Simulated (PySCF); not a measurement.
# CH4BFOS (SMILES COB(F)S): levels of theory compared

Aim: a comparison of 6 runs (HF/STO-3G, B3LYP/6-31G*, SVWN5/def2-TZVP, SVWN5/cc-pVTZ, MP2/6-311G**) of CH4BFOS. The job is set up through a Python script.

The results are computed with PySCF 2.14.0.

### Step 1. Starting point

CH4BFOS: 9 atoms, total charge 0, spin state singlet. As SMILES, `COB(F)S`. The coordinates come from a PBE0-D4/def2-TZVP relaxation. This is one conformer, not always the lowest.

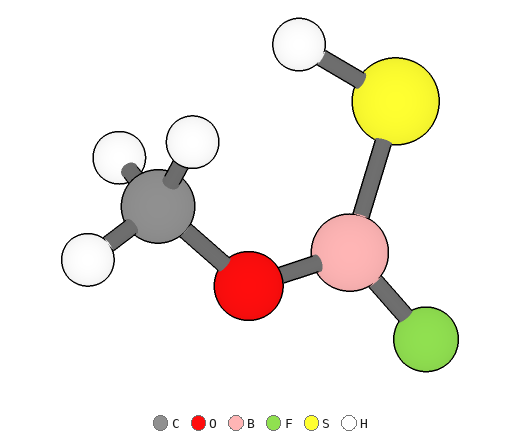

Viewed from a chosen angle; carbon grey, oxygen red, boron pink, fluorine green, sulfur yellow, hydrogen white.

### Step 2. Energy and gradient at HF/STO-3G (run 1)

Input file input.py:

```python
# COB(F)S
import pyscf.grad
from pyscf import gto

mol = gto.Mole()
mol.atom = '''
C      1.710958    -0.383614     1.438460
O      0.740773    -1.515749    -0.767229
B     -1.276132    -0.669152    -2.056211
F     -1.940371    -1.964370    -4.100706
S     -3.228597     2.065660    -1.333013
H      2.334568     1.552788     1.071097
H      3.332343    -1.497608     2.043928
H      0.305569    -0.377000     2.954587
H     -1.978921     2.788858     0.749465
'''
mol.unit = 'bohr'
mol.spin = 0
mol.basis = 'sto-3g'
mol.max_memory = 1860
mol.verbose = 4
mol.build()

myscf = mol.RHF()
myscf.conv_tol = 1e-10
myscf.kernel()
if not myscf.converged:
    myscf = myscf.newton().run(myscf.mo_coeff, myscf.mo_occ)

etot = myscf.e_tot
print(f'total energy: {etot:.8f} hartree')
grad = myscf.Gradients().kernel()
myscf.analyze()
```

Run with:

```console
OMP_NUM_THREADS=1 python input.py
```

Standard output:

```text
PySCF version 2.14.0

[... 63 lines left out ...]
converged SCF energy = -629.300090039447
[... 15 lines left out ...]
One-electron Energy =                -1303.165999019875699
[... 5 lines left out ...]
MO #1   energy= -90.7343913425596  occ= 2
[... 3 lines left out ...]
MO #5   energy= -8.63868030171938  occ= 2
[... 3 lines left out ...]
MO #9   energy= -6.26632962981334  occ= 2
[... 3 lines left out ...]
MO #13  energy= -0.901271880963298 occ= 2
[... 3 lines left out ...]
MO #17  energy= -0.58070415717955  occ= 2
[... 3 lines left out ...]
MO #21  energy= -0.423230320205652 occ= 2
[... 3 lines left out ...]
MO #25  energy= 0.340294461166346  occ= 0
[... 3 lines left out ...]
MO #29  energy= 0.66512968785739   occ= 0
[... 3 lines left out ...]
MO #33  energy= 0.911921324340014  occ= 0
[... 6 lines left out ...]
pop of  0 C 2pz           0.90500
pop of  1 O 1s            1.99988
pop of  1 O 2s            1.59686
pop of  1 O 2px           1.53710
pop of  1 O 2py           1.67827
pop of  1 O 2pz           1.36130
pop of  2 B 1s            1.99958
pop of  2 B 2s            0.87802
pop of  2 B 2px           0.65860
pop of  2 B 2py           0.69122
pop of  2 B 2pz           0.63180
pop of  3 F 1s            1.99994
pop of  3 F 2s            1.82754
pop of  3 F 2px           1.86583
pop of  3 F 2py           1.78937
pop of  3 F 2pz           1.62559
pop of  4 S 1s            2.00000
pop of  4 S 2s            1.99964
pop of  4 S 3s            1.74364
pop of  4 S 2px           1.99953
pop of  4 S 2py           1.99944
pop of  4 S 2pz           1.99940
pop of  4 S 3px           1.53128
pop of  4 S 3py           1.38783
pop of  4 S 3pz           1.28166
pop of  5 H 1s            0.96351
pop of  6 H 1s            0.95222
pop of  7 H 1s            0.96354
pop of  8 H 1s            1.04854
 ** Mulliken atomic charges  **
charge of    0C =      0.01116
charge of    1O =     -0.17341
charge of    2B =      0.14077
charge of    3F =     -0.10828
charge of    4S =      0.05758
charge of    5H =      0.03649
charge of    6H =      0.04778
charge of    7H =      0.03646
charge of    8H =     -0.04854
Dipole moment(X, Y, Z, Debye):  1.19657,  0.73990,  2.04401
```

Run time: 2.4 s. Hardware: 1 thread of Intel Xeon at 2.70GHz, shared host; peak memory 0.12 GiB.

### Step 3. Energy and gradient at B3LYP/6-31G(d) (spherical functions) (run 2)

Input file start.xyz:

```xyz
9
CH4BFOS
C      0.905400    -0.203000     0.761200
O      0.392000    -0.802100    -0.406000
B     -0.675300    -0.354100    -1.088100
F     -1.026800    -1.039500    -2.170000
S     -1.708500     1.093100    -0.705400
H      1.235400     0.821700     0.566800
H      1.763400    -0.792500     1.081600
H      0.161700    -0.199500     1.563500
H     -1.047200     1.475800     0.396600
```

Input file run.py:

```python
import pyscf.grad
from pyscf import gto, dft

mol = gto.M(
    atom='start.xyz',
    spin=0,
    max_memory=1860,
    basis='6-31g*',
    verbose=3,
)

myscf = dft.RKS(mol, xc='b3lyp')
myscf.grids.level = 5
myscf.conv_tol = 1e-10
myscf.kernel()
if not myscf.converged:
    myscf = myscf.newton().run(myscf.mo_coeff, myscf.mo_occ)

energy = myscf.e_tot
print('Final energy', energy)
grad = myscf.Gradients().kernel()
myscf.analyze()
```

Run with:

```console
OMP_NUM_THREADS=1 python run.py
```

Standard output:

```text
converged SCF energy = -638.74017722151
[... 14 lines left out ...]
MO #5   energy= -7.94200036823863  occ= 2
[... 6 lines left out ...]
MO #12  energy= -0.752350075211507 occ= 2
[... 6 lines left out ...]
MO #19  energy= -0.442253629495588 occ= 2
[... 6 lines left out ...]
MO #26  energy= 0.0343080982921053 occ= 0
[... 6 lines left out ...]
MO #33  energy= 0.256135833379013  occ= 0
[... 6 lines left out ...]
MO #40  energy= 0.532811378288551  occ= 0
[... 6 lines left out ...]
MO #47  energy= 0.765565941391406  occ= 0
[... 6 lines left out ...]
MO #54  energy= 1.04020818775957   occ= 0
[... 6 lines left out ...]
MO #61  energy= 1.34575802881357   occ= 0
[... 6 lines left out ...]
MO #68  energy= 1.8416462082822    occ= 0
[... 6 lines left out ...]
MO #75  energy= 2.18746510540893   occ= 0
[... 6 lines left out ...]
MO #82  energy= 3.17728642208389   occ= 0
[... 10 lines left out ...]
Dipole moment(X, Y, Z, Debye):  1.66797,  0.82098,  2.63202
```

Wall time 55 s (1 thread of Intel Xeon at 2.70GHz, shared host); peak memory 0.81 GiB.

Runs 3 to 5 aren't shown in full; the table further down has their settings and results.

### Step 4. Energy and gradient at MP2/6-311G(d,p) (run 6)

Input file calc.py:

```python
import pyscf.grad
from pyscf import gto, scf, mp

molecule = gto.M(
    atom='''
C      0.905400    -0.203000     0.761200
O      0.392000    -0.802100    -0.406000
B     -0.675300    -0.354100    -1.088100
F     -1.026800    -1.039500    -2.170000
S     -1.708500     1.093100    -0.705400
H      1.235400     0.821700     0.566800
H      1.763400    -0.792500     1.081600
H      0.161700    -0.199500     1.563500
H     -1.047200     1.475800     0.396600
''',
    max_memory=1860,
    basis='6-311g**',
    verbose=4,
    charge=0,
)

calc0 = scf.RHF(molecule)
calc0.conv_tol = 1e-10
calc0.kernel()
if not calc0.converged:
    calc0 = calc0.newton().run(calc0.mo_coeff, calc0.mo_occ)

pt = mp.MP2(calc0, frozen=9).run()
e_tot = pt.e_tot
print('E(%s) = %.9f' % ('MP2', e_tot))
grad = pt.Gradients().kernel()
calc0.analyze()
```

Run with:

```console
OMP_NUM_THREADS=1 python calc.py
```

Standard output:

```text
PySCF version 2.14.0

[... 92 lines left out ...]
MO #1   energy= -91.9646983866328  occ= 2
[... 10 lines left out ...]
MO #12  energy= -0.997201896542096 occ= 2
[... 10 lines left out ...]
MO #23  energy= -0.469981768297278 occ= 2
[... 10 lines left out ...]
MO #34  energy= 0.308189934786531  occ= 0
[... 10 lines left out ...]
MO #45  energy= 0.757465787917115  occ= 0
[... 10 lines left out ...]
MO #56  energy= 1.16929648694854   occ= 0
[... 10 lines left out ...]
MO #67  energy= 1.67643675428546   occ= 0
[... 10 lines left out ...]
MO #78  energy= 1.99758299391906   occ= 0
[... 10 lines left out ...]
MO #89  energy= 2.70745995709652   occ= 0
[... 10 lines left out ...]
MO #100 energy= 4.14681194006026   occ= 0
[... 10 lines left out ...]
MO #111 energy= 6.72556040006872   occ= 0
[... 10 lines left out ...]
MO #122 energy= 192.370149691607   occ= 0
[... 95 lines left out ...]
pop of  4 S 3dxy          0.00681
pop of  4 S 3dyz          0.00178
pop of  4 S 3dz^2         0.00475
pop of  4 S 3dxz          0.00733
pop of  4 S 3dx2-y2       0.00223
pop of  5 H 1s            0.89667
pop of  5 H 2s            0.00710
pop of  5 H 3s            0.00209
pop of  5 H 2px           0.00027
pop of  5 H 2py           0.00125
pop of  5 H 2pz           0.00016
pop of  6 H 1s            0.86895
pop of  6 H 2s            0.00895
pop of  6 H 3s            0.00229
pop of  6 H 2px           0.00088
pop of  6 H 2py           0.00050
pop of  6 H 2pz           0.00023
pop of  7 H 1s            0.89684
pop of  7 H 2s            0.00709
pop of  7 H 3s            0.00209
pop of  7 H 2px           0.00065
pop of  7 H 2py           0.00006
pop of  7 H 2pz           0.00097
pop of  8 H 1s            0.91340
pop of  8 H 2s            0.00822
pop of  8 H 3s            0.00092
pop of  8 H 2px           0.00163
pop of  8 H 2py           0.00107
pop of  8 H 2pz           0.00423
 ** Mulliken atomic charges  **
charge of    0C =     -0.02439
charge of    1O =     -0.45444
charge of    2B =      0.55605
charge of    3F =     -0.35153
charge of    4S =     -0.09919
charge of    5H =      0.09245
charge of    6H =      0.11821
charge of    7H =      0.09230
charge of    8H =      0.07053
Dipole moment(X, Y, Z, Debye):  1.68766,  1.15355,  2.99600
```

Run time: 61 s. Hardware: 1 thread of Intel Xeon at 2.70GHz, shared host; peak memory 1.6 GiB.

### Step 5. All runs side by side

```
run                               level  integration grid  Cartesian functions  energy (Eh)  dipole moment (D) of the reference  HOMO energy (eV)  LUMO energy (eV)  wall time
  1                           HF/STO-3G                 –                   no  -629.300090                                2.48             -7.62              9.26      2.4 s
  2  B3LYP/6-31G* (spherical functions)                 5                   no  -638.740177                                3.22             -7.49              0.74       55 s
  3  B3LYP/6-31G* (Cartesian functions)                 5                  yes  -638.746326                                3.22             -7.49              0.73       41 s
  4                     SVWN5/def2-TZVP                 5                   no  -635.684935                                3.20             -6.84             -0.73    1.7 min
  5                       SVWN5/cc-pVTZ                 5                   no  -635.683165                                3.16             -6.82             -0.66    4.9 min
  6                        MP2/6-311G**                 –                   no  -637.684978                                3.63            -10.85              3.57       61 s
```

### Step 6. Results

| quantity | value |
| --- | --- |
| run 6: total energy | -637.68498 Eh |
| run 6: dipole moment (Hartree–Fock density) | 3.63 D |
| run 6: HOMO energy (Hartree–Fock orbitals) | -10.85 eV |
| run 6: LUMO energy (Hartree–Fock orbitals) | 3.57 eV |
| run 6: HOMO–LUMO gap (Hartree–Fock orbitals) | 14.42 eV |
| run 6: correlation energy (9 core orbitals frozen) | -769.0 mEh |
| run 6: largest force on an atom | 0.381 eV/Å |

Over runs 1, 2, 3, 4, 5 the dipole moment (its size) runs from 2.48 D (HF/STO-3G) to 3.22 D (B3LYP/6-31G*). The two ends differ in method and basis. Over runs 1, 2, 3, 4, 5 the HOMO–LUMO gap runs from 6.11 eV (SVWN5/def2-TZVP) to 16.88 eV (HF/STO-3G). Totals of different functionals can't be ranked against each other. In run 1 the basis is minimal, so the values are rough. All runs together took 9.2 min, the longest 4.9 min.
